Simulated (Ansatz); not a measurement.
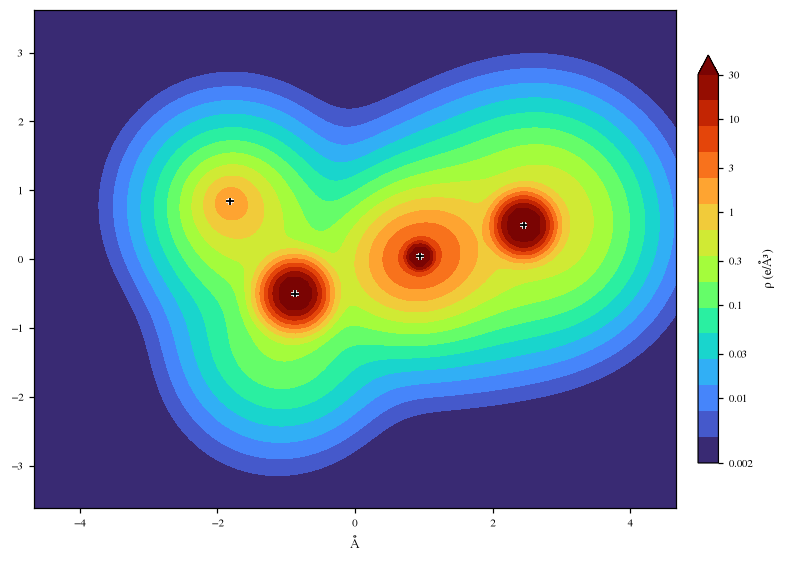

The total electron density on a plane through atoms (crosses mark nuclei in the plane).

These are results of Ansatz, isolated molecule in a Gaussian basis; Kohn-Sham density functional theory, functional PBE0, not measurements.

Candidates:
A. AlH₃NSi (SMILES [AlH3-][N]=[Si]) (charge −1)
B. AlLiOSe (SMILES [Li][O][Al+][Se-])
C. C₃H₈BrGa (SMILES C[CH2][Ga]([CH3])[Br])

Question: Which candidate gave the map?

Answer: Candidate A: AlH₃NSi on the plane of atoms N2, Al1 and H6, which holds Al, N, Si and H. Si–N (1.57 Å): ρ at the midpoint is about 1.4 e/Å³. Al–N (1.89 Å): ρ is about 0.66 e/Å³ halfway.
